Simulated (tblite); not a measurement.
# C4H11F2NSi: frequency calculation

C4H11F2NSi, SMILES CN[SiH2][C@@H](F)[C@H](C)F, computed with GFN2-xTB harmonic vibrations, gas phase (tblite 0.8.0).

It belongs to a series of runs on one base structure; here: constitutional isomer.

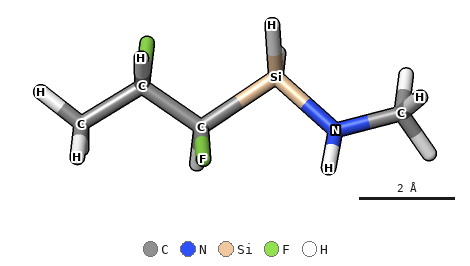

**Figure 1.** The structure as given in the input (stick view, seen at a tilt).

The input:
```
{"job": {"kind": "ir", "xc": "GFN2-xTB", "basis": "xTB"}, "charge": 0, "multiplicity": 1}
C      3.511963     0.018719    -0.481378
N      2.175095     0.210185     0.027155
Si     0.783171    -0.349704    -0.794775
C     -0.657041     0.194269     0.352249
F     -0.577467     1.559431     0.608709
C     -2.011593    -0.072676    -0.285843
C     -3.177497     0.019065     0.683497
F     -1.974425    -1.344037    -0.835246
H      3.543489    -0.915705    -1.035817
H      4.224905    -0.038037     0.342884
H      3.821799     0.824502    -1.154240
H      2.105365     1.041676     0.596590
H      0.517350     0.218145    -2.126568
H      0.836920    -1.807957    -0.852312
H     -0.606469    -0.289167     1.332860
H     -2.150020     0.613669    -1.130591
H     -3.056006    -0.714731     1.477692
H     -3.204833     1.015216     1.116400
H     -4.114510    -0.173611     0.166437
```

The first line tells a small driver script what to run in tblite; the rest is the geometry in Å.

Machine: 1 CPU thread, shared host.

Launch command:
```bash
OMP_NUM_THREADS=1 python <driver script> task.json out
```

Log:
```
mode    cm-1     km/mol
  1      36.7      0.78
  2      46.4      2.69
  3      85.4      1.21
  4     102.6      2.46
  5     143.9      1.57
  6     162.9      8.86
  7     202.6      0.03
  8     237.9      3.30
  9     264.3      1.44
 10     314.9     13.42
 11     380.7     20.69
 12     410.8     13.14
 13     485.7     94.76
 14     497.0     35.09
 15     532.9     75.37
 16     593.1      6.39
 17     726.9     37.14
 18     749.5    222.39
 19     796.2    142.00
 20     835.3    142.43
 21     901.8     23.03
 22     967.7     10.53
 23    1029.8     59.16
 24    1065.9     36.19
 25    1071.1     23.56
 26    1094.6     51.02
 27    1108.9      2.45
 28    1147.0     51.19
 29    1166.1     59.88
 30    1213.9      0.98
 31    1260.9     22.64
 32    1297.3     10.21
 33    1326.9     10.79
 34    1360.2     88.37
 35    1396.0     11.89
 36    1422.7      1.42
 37    1473.1      3.49
 38    1486.1      4.32
 39    1492.2      3.85
 40    1500.9      3.35
 41    2187.3    339.21
 42    2297.9    222.59
 43    2921.3     12.42
 44    2925.4     53.21
 45    2935.8     82.11
 46    2980.5     47.54
 47    3036.9     24.38
 48    3039.8     29.65
 49    3041.6     20.51
 50    3054.0     11.30
 51    3430.2      6.97
```

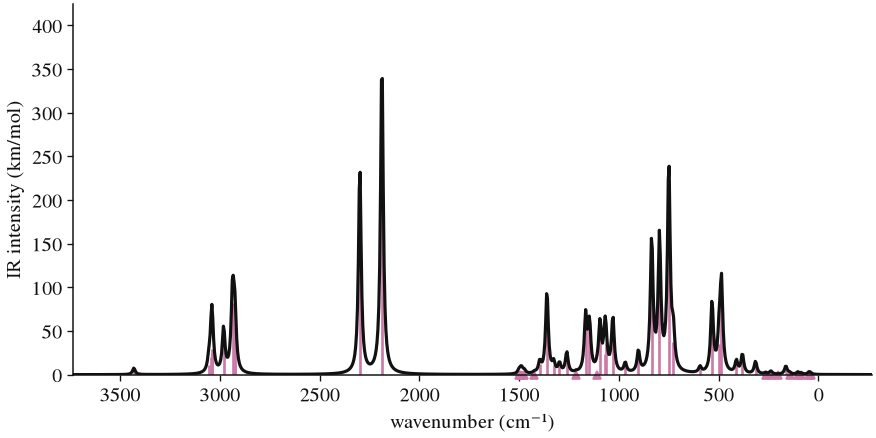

**Figure 2.** Harmonic infrared spectrum, unscaled: sticks (degenerate modes added up, dark ones marked on the axis) with a Lorentzian envelope of 16 cm⁻¹ full width, scaled to the tallest stick. 51 modes from 37 to 3430 cm⁻¹, none imaginary. The strongest line is at 2187 cm⁻¹ (339 km/mol).

Key numbers:

| quantity | value |
| --- | --- |
| outcome | converged |
| total energy | −770.4166 eV |
| zero-point energy | 91.8350 kcal/mol |
| wall time | 5.6 s (CPU time 2.3 s; the host was busy) |
| peak memory | 0.18 GiB |
